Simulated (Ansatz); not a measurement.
# CHGeP (triplet): correlated methods under varied settings at a displaced geometry (v1)

Aim: run CHGeP (triplet) at one geometry under a spread of methods and options, and see what each costs and gives.

The runs use Ansatz 0.2.0, Gaussian basis; the settings change from run to run.

43 further runs of the same task are left out: 31 that didn't finish, 12 set aside as unsound or not needed.

**1. The geometry**

The geometry is a PBE0/def2-TZVP stationary point (not a proven minimum) with its atoms shifted at random (size 0.040 Å). No spin-orbit coupling is included. The filled d shell of Ge may be among the frozen orbitals whatever the setting's name suggests; the logs give the count.

4 atoms, charge 0, spin multiplicity 3.

Atoms are counted from 1 here; the program's logs count them from 0.

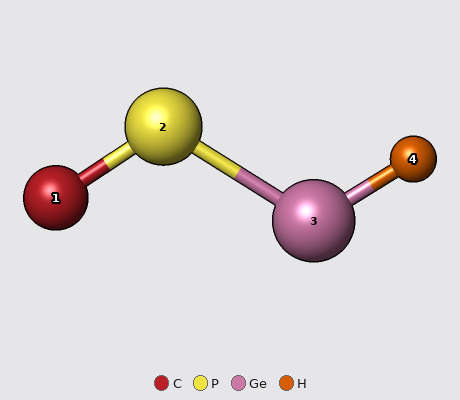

The structure; carbon red, phosphorus yellow, germanium pink, hydrogen orange; atoms are numbered from 1 in the order of the file.

**2. CCSD on ROHF/STO-3G**

Contents of in.yaml:

```yaml
crystal:
  periodic: [false, false, false]
  atoms:
    - {symbol: C, position_ang: [-0.028651, -0.806641, 2.312312]}
    - {symbol: P, position_ang: [-0.029485, 0.480189, 1.280144]}
    - {symbol: Ge, position_ang: [0.018479, -0.085800, -0.902168]}
    - {symbol: H, position_ang: [-0.084298, 1.039294, -1.874988]}
basis:
  gaussian: {orbitals: STO-3G, point_charges: [{charge: 0.50, position_ang: [3.763, -0.007, -0.478]}]}
magnetization: {spin_polarized: false, initial_magnetization: 2}
correlation: {method: ccsd, electrons: all, diis_vectors: 12}
scf: {lower_state_search: full}
```

On the command line:

```console
> ansatz run in.yaml --threads 1 --pin off --events-out ev --progress --plain --max-ram 2393MiB
```

Log (excerpt; [...] marks lines left out):

```text
Functional definition: HF
  name "HF"
  cite "Fock, Z. Phys. 61, 126 (1930) doi:10.1007/BF01340294"
  parent pbe
[...]
350 factors; integrals over basis functions are off by at most 3.3e-5 eV
[...]
mean field -66025.82706844 eV, -2426.4043908521 hartree, gradient 4.0e-6 eV, S^2 2.000000; 15 other end points of the search recorded, 0 dependent functions left out
[...]
determinant -66025.82706844 eV, -2426.4043908521 hartree, with singles and doubles -66030.31074255 eV, -2426.5691628364 hartree
determinant -66024.86416824 eV, -2426.3690049224 hartree, with singles and doubles -66029.18769330 eV, -2426.5278915380 hartree
determinant -66024.49750861 eV, -2426.3555304295 hartree, with singles and doubles -66028.49999010 eV, -2426.5026189113 hartree
determinant -66024.10830905 eV, -2426.3412276096 hartree, with singles and doubles -66029.64792408 eV, -2426.5448047070 hartree
determinant -66023.94488395 eV, -2426.3352218481 hartree, with singles and doubles -66027.05040781 eV, -2426.4493477450 hartree
unrestricted determinant -66026.77772781 eV, -2426.4393269397 hartree, S^2 3.3837
reference -66025.82706844 eV, -2426.4043908521 hartree; 28, 26 occupied and 5, 7 virtual orbitals, 350 factors
second order -3.75935812 eV of doubles, -0.02106376 eV of singles
cycle   1  -4.48295907 eV  change    7.2e-4 eV  update   7.0e-3
[...]
cycle  16  -4.50003495 eV  change    3.8e-5 eV  update   6.2e-5
WARN: the results are in doubt because among natural orbitals full CI differs from the method by -0.182 eV
Total energy: -66030.32710339 eV, -2426.5697640865 hartree
In doubt: among natural orbitals full CI differs from the method by -0.182 eV
```

Wall time 50 s (1 thread of Intel Xeon at 2.50GHz, shared host).

From the report: correlation -4.5000 eV; T1 0.026; largest double amplitude 0.13. The program marks this result as in doubt; its last lines say why.

**3. CCSD(T)/cc-pVDZ**

Contents of in.yaml:

```yaml
crystal:
  periodic: [false, false, false]
  atoms:
    - {symbol: C, position_ang: [-0.028651, -0.806641, 2.312312]}
    - {symbol: P, position_ang: [-0.029485, 0.480189, 1.280144]}
    - {symbol: Ge, position_ang: [0.018479, -0.085800, -0.902168]}
    - {symbol: H, position_ang: [-0.084298, 1.039294, -1.874988]}
basis:
  gaussian: {orbitals: cc-pVDZ}
magnetization: {spin_polarized: true, initial_magnetization: 2}
hamiltonian: {xc: {name: B3LYP}}
correlation: {method: ccsd_t, electrons: outside_noble_gas}
scf: {lower_state_search: light}
```

Launched as before.

Log (excerpt; [...] marks lines left out):

```text
Functional definition: B3LYP
  name "B3LYP"
  cite "Stephens, Devlin, Chabalowski & Frisch, J. Phys. Chem. 98, 11623 (1994) doi:10.1021/j100096a001"
  cite "Becke, Phys. Rev. A 38, 3098 (1988) doi:10.1103/PhysRevA.38.3098"
  cite "Lee, Yang & Parr, Phys. Rev. B 37, 785 (1988) doi:10.1103/PhysRevB.37.785"
  cite "Vosko, Wilk & Nusair, Can. J. Phys. 58, 1200 (1980) doi:10.1139/p80-159"
[...]
697 factors; integrals over basis functions are off by at most 1.1e-3 eV
[...]
mean field -66855.23516255 eV, -2456.8845761177 hartree, gradient 7.4e-6 eV, S^2 2.091803; 6 other end points of the search recorded, 0 dependent functions left out
20 core orbitals not correlated: weight in the atoms' cores, before any rotation towards them, 0.999 or more for the frozen orbitals, at most 0.000 for the correlated occupied ones
reference -66784.96505882 eV, -2454.3021974363 hartree; 8, 6 occupied and 36, 38 virtual orbitals, 697 factors
second order -8.58175431 eV of doubles, -0.49961879 eV of singles
cycle   1  -8.69568469 eV  change    3.8e-1 eV  update   1.5e-1
[...]
cycle  18  -9.34573481 eV  change   -5.3e-7 eV  update   1.4e-5
perturbative correction -0.57469348 eV, -0.0211195958 hartree
Total energy: -66794.88548711 eV, -2454.6667664517 hartree
```

It took 27 s on 1 thread of Intel Xeon at 2.50GHz, shared host.

From the report: ⟨S²⟩ of the determinant 2.092 (pure triplet: 2.00); correlation -9.9204 eV; T1 0.039; largest double amplitude 0.09. The orbitals are Kohn-Sham ones, so correlation energy and T1 don't compare with those on Hartree-Fock orbitals.

**4. HF/cc-pVDZ**

in.yaml, as its differences from that of step 3:

```diff
@@ -9,5 +9,4 @@
   gaussian: {orbitals: cc-pVDZ}
-magnetization: {spin_polarized: true, initial_magnetization: 2}
-hamiltonian: {xc: {name: B3LYP}}
-correlation: {method: ccsd_t, electrons: outside_noble_gas}
-scf: {lower_state_search: light}
+magnetization: {spin_polarized: false, initial_magnetization: 2}
+hamiltonian: {xc: hf}
+output: {forces: true, orbitals: {seedname: orbitals}}
```

Launched as before.

Log (excerpt; [...] marks lines left out):

```text
Functional definition: HF
  name "HF"
  cite "Fock, Z. Phys. 61, 126 (1930) doi:10.1007/BF01340294"
  parent pbe
[...]
697 factors; integrals over basis functions are off by at most 1.1e-3 eV
[...]
mean field -66785.70796527 eV, -2454.3294987448 hartree, gradient 2.4e-5 eV, S^2 2.000000; 3 other end points of the search recorded, 0 dependent functions left out
[...]
reference -66785.70796527 eV, -2454.3294987448 hartree; 28, 26 occupied and 36, 38 virtual orbitals, 697 factors
Total energy: -66785.70796527 eV, -2454.3294987448 hartree
Atom 0 at    -0.028651    -0.806641     2.312312 Å, force     0.014950     0.265361    -0.733837 eV/Å
Atom 1 at    -0.029485     0.480189     1.280144 Å, force    -0.039872     0.277434     1.297498 eV/Å
Atom 2 at     0.018479    -0.085800    -0.902168 Å, force     0.081331    -1.233560    -0.139788 eV/Å
Atom 3 at    -0.084298     1.039294    -1.874988 Å, force    -0.056408     0.690764    -0.423873 eV/Å
Dipole moment:     0.008369     0.168682    -0.628707 e Å
```

Wall time 16 s (1 thread of Intel Xeon at 2.50GHz, shared host).

**5. BCCD(T) on ROHF/6-31G**

in.yaml, as its differences from that of step 4:

```diff
@@ -8,5 +8,5 @@
 basis:
-  gaussian: {orbitals: cc-pVDZ}
+  gaussian: {orbitals: 6-31G}
 magnetization: {spin_polarized: false, initial_magnetization: 2}
-hamiltonian: {xc: hf}
-output: {forces: true, orbitals: {seedname: orbitals}}
+correlation: {method: bccd_t, electrons: outside_noble_gas}
+scf: {omitted_lower_state_checks: [cluster_reference]}
```

The command is unchanged.

Log (excerpt; [...] marks lines left out):

```text
Functional definition: HF
  name "HF"
  cite "Fock, Z. Phys. 61, 126 (1930) doi:10.1007/BF01340294"
  parent pbe
[...]
549 factors; integrals over basis functions are off by at most 5.3e-4 eV
[...]
mean field -66775.11841953 eV, -2453.9403401168 hartree, gradient 2.2e-6 eV, S^2 2.000000; 5 other end points of the search recorded, 0 dependent functions left out
20 core orbitals not correlated: weight in the atoms' cores, before any rotation towards them, 0.998 or more for the frozen orbitals, at most 0.001 for the correlated occupied ones
reference -66775.11841953 eV, -2453.9403401168 hartree; 8, 6 occupied and 25, 27 virtual orbitals, 549 factors
second order -4.78118139 eV of doubles, -0.03528828 eV of singles
cycle   1  -4.89347409 eV  change   -7.6e-2 eV  update   1.5e-1
[...]
cycle  20  -5.44821046 eV  change   -1.6e-5 eV  update   1.3e-5
perturbative correction -0.35787712 eV, -0.0131517414 hartree
Total energy: -66780.92450711 eV, -2454.1537098998 hartree
Checks for a lower state left out: cluster_reference
```

Run time: 12 s. Hardware: 1 thread of Intel Xeon at 2.50GHz, shared host.

From the report: correlation -5.8061 eV; largest double amplitude 0.09.

**6. MRCISD+Q(2,4)/STO-3G**

in.yaml, as its differences from that of step 5:

```diff
@@ -8,5 +8,4 @@
 basis:
-  gaussian: {orbitals: 6-31G}
+  gaussian: {orbitals: STO-3G}
 magnetization: {spin_polarized: false, initial_magnetization: 2}
-correlation: {method: bccd_t, electrons: outside_noble_gas}
-scf: {omitted_lower_state_checks: [cluster_reference]}
+correlation: {method: fic_mrcisd_q, electrons: valence, active_space: {window: {electrons: 2, orbitals: 4}}}
```

Launched as before.

Log (excerpt; [...] marks lines left out):

```text
Functional definition: HF
  name "HF"
  cite "Fock, Z. Phys. 61, 126 (1930) doi:10.1007/BF01340294"
  parent pbe
[...]
350 factors; integrals over basis functions are off by at most 3.3e-5 eV
[...]
mean field -66025.90401819 eV, -2426.4072187034 hartree, gradient 4.4e-6 eV, S^2 2.000000; 6 other end points of the search recorded, 0 dependent functions left out
reference -66025.90401819 eV, -2426.4072187034 hartree; 28, 26 occupied and 5, 7 virtual orbitals, 350 factors
state -66025.91423173 eV, -2426.4075940440 hartree
contracted CI cycle   1: correlation 0.00000000 eV, 0.0000000000 hartree, residual 1.22e1 eV
contracted CI cycle   2: correlation -3.57298432 eV, -0.1313047518 hartree, residual 3.30e0 eV
contracted CI cycle   3: correlation -3.94855149 eV, -0.1451065909 hartree, residual 1.34e0 eV
[...]
contracted CI cycle   8: correlation -3.80644394 eV, -0.1398842346 hartree, residual 5.18e-2 eV
contracted CI cycle   9: correlation -3.80654886 eV, -0.1398880906 hartree, residual 3.59e-2 eV
contracted CI cycle  10: correlation -3.80659646 eV, -0.1398898399 hartree, residual 1.95e-2 eV
contracted CI cycle  11: correlation -3.80660951 eV, -0.1398903194 hartree, residual 1.20e-2 eV
contracted CI cycle  12: correlation -3.80661463 eV, -0.1398905075 hartree, residual 7.22e-3 eV
contracted CI cycle  13: correlation -3.80661686 eV, -0.1398905895 hartree, residual 4.81e-3 eV
contracted CI cycle  14: correlation -3.80661775 eV, -0.1398906221 hartree, residual 3.04e-3 eV
contracted CI cycle  15: correlation -3.80661806 eV, -0.1398906336 hartree, residual 1.74e-3 eV
state -66024.95794266 eV, -2426.3724510690 hartree; corrected -66029.44549427 eV, -2426.5373655487 hartree
state -66025.91423173 eV, -2426.4075940440 hartree; corrected -66030.51469596 eV, -2426.5766579861 hartree
Total energy: -66030.51469596 eV, -2426.5766579861 hartree
```

It took 13 s on 1 thread of Intel Xeon at 2.50GHz, shared host.

From the report: 16 determinants; active occupations 1.00, 1.00, 0.00, 0.00.

**7. BCCD on ROHF/STO-3G**

in.yaml, as its differences from that of step 6:

```diff
@@ -10,2 +10,2 @@
 magnetization: {spin_polarized: false, initial_magnetization: 2}
-correlation: {method: fic_mrcisd_q, electrons: valence, active_space: {window: {electrons: 2, orbitals: 4}}}
+correlation: {method: bccd, electrons: all}
```

The command is unchanged.

Log (excerpt; [...] marks lines left out):

```text
Functional definition: HF
  name "HF"
  cite "Fock, Z. Phys. 61, 126 (1930) doi:10.1007/BF01340294"
  parent pbe
[...]
350 factors; integrals over basis functions are off by at most 3.3e-5 eV
[...]
mean field -66025.90401819 eV, -2426.4072187034 hartree, gradient 4.4e-6 eV, S^2 2.000000; 9 other end points of the search recorded, 0 dependent functions left out
[...]
determinant -66025.90401819 eV, -2426.4072187034 hartree, with singles and doubles -66030.39397625 eV, -2426.5722216187 hartree
determinant -66024.94927852 eV, -2426.3721326678 hartree, with singles and doubles -66029.27407676 eV, -2426.5310660716 hartree
determinant -66024.73308840 eV, -2426.3641878272 hartree, with singles and doubles -66028.98213681 eV, -2426.5203374761 hartree
determinant -66024.65926325 eV, -2426.3614748031 hartree, with singles and doubles -66028.59819351 eV, -2426.5062278200 hartree
determinant -66024.15262758 eV, -2426.3428562855 hartree, with singles and doubles -66027.24776899 eV, -2426.4566006344 hartree
determinant -66024.15024264 eV, -2426.3427686405 hartree, with singles and doubles -66029.62975775 eV, -2426.5441371066 hartree
unrestricted determinant -66026.76654571 eV, -2426.4389160051 hartree, S^2 3.3724
reference -66025.90401819 eV, -2426.4072187034 hartree; 28, 26 occupied and 5, 7 virtual orbitals, 350 factors
second order -3.76855023 eV of doubles, -0.02070031 eV of singles
cycle   1  -4.44296416 eV  change    4.7e-2 eV  update   3.9e-2
[...]
cycle  23  -4.45046728 eV  change   -3.2e-6 eV  update   2.7e-5
WARN: the results are in doubt because among natural orbitals full CI differs from the method by -0.222 eV
Total energy: -66030.35448547 eV, -2426.5707703592 hartree
In doubt: among natural orbitals full CI differs from the method by -0.222 eV
```

Wall time 46 s (1 thread of Intel Xeon at 2.50GHz, shared host).

From the report: correlation -4.4505 eV; largest double amplitude 0.12. The program marks this result as in doubt; its last lines say why.

**8. CCSD(T) on UHF/cc-pVDZ**

in.yaml, as its differences from that of step 7:

```diff
@@ -8,4 +8,5 @@
 basis:
-  gaussian: {orbitals: STO-3G}
-magnetization: {spin_polarized: false, initial_magnetization: 2}
-correlation: {method: bccd, electrons: all}
+  gaussian: {orbitals: cc-pVDZ}
+magnetization: {spin_polarized: true, initial_magnetization: 2}
+correlation: {method: ccsd_t, electrons: outside_noble_gas}
+scf: {omitted_lower_state_checks: [cluster_reference]}
```

Same command.

Log (excerpt; [...] marks lines left out):

```text
Functional definition: HF
  name "HF"
  cite "Fock, Z. Phys. 61, 126 (1930) doi:10.1007/BF01340294"
  parent pbe
[...]
697 factors; integrals over basis functions are off by at most 1.1e-3 eV
[...]
mean field -66786.23706295 eV, -2454.3489427260 hartree, gradient 3.3e-6 eV, S^2 2.694836; 10 other end points of the search recorded, 0 dependent functions left out
20 core orbitals not correlated: weight in the atoms' cores, before any rotation towards them, 0.999 or more for the frozen orbitals, at most 0.000 for the correlated occupied ones
reference -66786.23706295 eV, -2454.3489427260 hartree; 8, 6 occupied and 36, 38 virtual orbitals, 697 factors
second order -6.78893298 eV of doubles, -0.00000000 eV of singles
cycle   1  -7.48799386 eV  change   -7.0e-1 eV  update   1.3e-1
[...]
cycle  23  -8.38461329 eV  change    4.8e-6 eV  update   3.3e-6
perturbative correction -0.46841256 eV, -0.0172138439 hartree
Total energy: -66795.09008879 eV, -2454.6742854249 hartree
Checks for a lower state left out: cluster_reference
```

Run time: 36 s. Hardware: 1 thread of Intel Xeon at 2.50GHz, shared host.

From the report: ⟨S²⟩ of the determinant 2.695 (pure triplet: 2.00); correlation -8.8530 eV; T1 0.081; largest double amplitude 0.11. The determinant is far from a pure spin state, so its energy mixes those of several spin states (harmless only where they are near-degenerate, as at dissociation).

**9. CCSD/cc-pVDZ**

in.yaml, as its differences from that of step 8:

```diff
@@ -9,4 +9,5 @@
   gaussian: {orbitals: cc-pVDZ}
-magnetization: {spin_polarized: true, initial_magnetization: 2}
-correlation: {method: ccsd_t, electrons: outside_noble_gas}
+magnetization: {spin_polarized: false, initial_magnetization: 2}
+hamiltonian: {xc: {name: PBE}}
+correlation: {method: ccsd, electrons: outside_noble_gas}
 scf: {omitted_lower_state_checks: [cluster_reference]}
```

The command is unchanged.

Log (excerpt; [...] marks lines left out):

```text
Functional definition: PBE
  name "PBE"
  cite "Perdew, Burke & Ernzerhof, Phys. Rev. Lett. 77, 3865 (1996) doi:10.1103/PhysRevLett.77.3865"
  parent pbe
[...]
697 factors; integrals over basis functions are off by at most 1.1e-3 eV
[...]
mean field -66839.42120400 eV, -2456.3034238599 hartree, gradient 6.6e-6 eV, S^2 2.000000; 8 other end points of the search recorded, 0 dependent functions left out
20 core orbitals not correlated: weight in the atoms' cores, before any rotation towards them, 0.999 or more for the frozen orbitals, at most 0.000 for the correlated occupied ones
reference -66784.01270474 eV, -2454.2671990697 hartree; 8, 6 occupied and 36, 38 virtual orbitals, 697 factors
second order -9.41204601 eV of doubles, -0.82816219 eV of singles
cycle   1  -9.15930005 eV  change     1.1e0 eV  update   2.0e-1
[...]
cycle  19  -10.12410324 eV  change    5.9e-6 eV  update   1.2e-5
WARN: the results are in doubt because among natural orbitals full CI differs from the method by -0.150 eV
Total energy: -66794.13680799 eV, -2454.6392530016 hartree
In doubt: among natural orbitals full CI differs from the method by -0.150 eV
Checks for a lower state left out: cluster_reference
```

Run time: 21 s. Hardware: 1 thread of Intel Xeon at 2.50GHz, shared host.

From the report: correlation -10.1241 eV; T1 0.055; largest double amplitude 0.09. The orbitals are Kohn-Sham ones, so correlation energy and T1 don't compare with those on Hartree-Fock orbitals. Mind the lines of doubt at the end of the log.

**10. HF/cc-pVDZ**

in.yaml, as its differences from that of step 9:

```diff
@@ -10,4 +10,3 @@
 magnetization: {spin_polarized: false, initial_magnetization: 2}
-hamiltonian: {xc: {name: PBE}}
-correlation: {method: ccsd, electrons: outside_noble_gas}
-scf: {omitted_lower_state_checks: [cluster_reference]}
+hamiltonian: {xc: hf}
+output: {orbitals: {seedname: orbitals}}
```

The command is unchanged.

Log:

```text
Functional definition: HF
  name "HF"
  cite "Fock, Z. Phys. 61, 126 (1930) doi:10.1007/BF01340294"
  parent pbe
  exchange = exact_x
  correlation = 0
697 factors; integrals over basis functions are off by at most 1.1e-3 eV
mean field evaluation 1: about -66782.8991 eV, gradient 1.7e1 eV
mean field evaluation 2: about -66782.9061 eV, gradient 1.7e1 eV
mean field evaluation 4: about -66785.1555 eV, gradient 3.9e0 eV
mean field evaluation 8: about -66785.7062 eV, gradient 2.0e-1 eV
mean field evaluation 16: about -66782.0208 eV, gradient 2.2e1 eV
mean field evaluation 32: about -66780.5864 eV, gradient 2.5e1 eV
mean field evaluation 64: about -66782.2755 eV, gradient 5.4e0 eV
mean field evaluation 96: about -66780.6595 eV, gradient 1.0e1 eV
mean field evaluation 128: about -66779.8611 eV, gradient 9.1e0 eV
mean field -66785.70796527 eV, -2454.3294987448 hartree, gradient 2.4e-5 eV, S^2 2.000000; 3 other end points of the search recorded, 0 dependent functions left out
reference -66785.70796527 eV, -2454.3294987448 hartree; 28, 26 occupied and 36, 38 virtual orbitals, 697 factors
Total energy: -66785.70796527 eV, -2454.3294987448 hartree
```

It took 15 s on 1 thread of Intel Xeon at 2.50GHz, shared host.

**11. The runs in one table**

 † marks a result that the program doubts.

```tsv
level	correlated	functions	energy (eV)	time
CCSD on ROHF/STO-3G (beside a point charge) †	all	33	-66030.3271	50 s
CCSD(T)/cc-pVDZ (on B3LYP orbitals)	outside noble gas	64	-66794.8855	27 s
HF/cc-pVDZ		64	-66785.7080	16 s
BCCD(T) on ROHF/6-31G	outside noble gas	53	-66780.9245	12 s
MRCISD+Q(2,4)/STO-3G	valence	33	-66030.5147	13 s
BCCD on ROHF/STO-3G †	all	33	-66030.3545	46 s
CCSD(T) on UHF/cc-pVDZ	outside noble gas	64	-66795.0901	36 s
CCSD/cc-pVDZ (on PBE orbitals) †	outside noble gas	64	-66794.1368	21 s
HF/cc-pVDZ		64	-66785.7080	15 s
```

**12. Outcome**

| quantity | value |
| --- | --- |
| runs | 9 |
| quickest | BCCD(T) on ROHF/6-31G, 12 s |
| slowest | CCSD on ROHF/STO-3G (beside a point charge) †, 50 s |

What this shows: Total energies in different bases, with other cores or another treatment of relativity can't be set against each other. CCSD on ROHF/STO-3G (beside a point charge) † took 4 times as long as BCCD(T) on ROHF/6-31G; the jobs differ in more than the method.
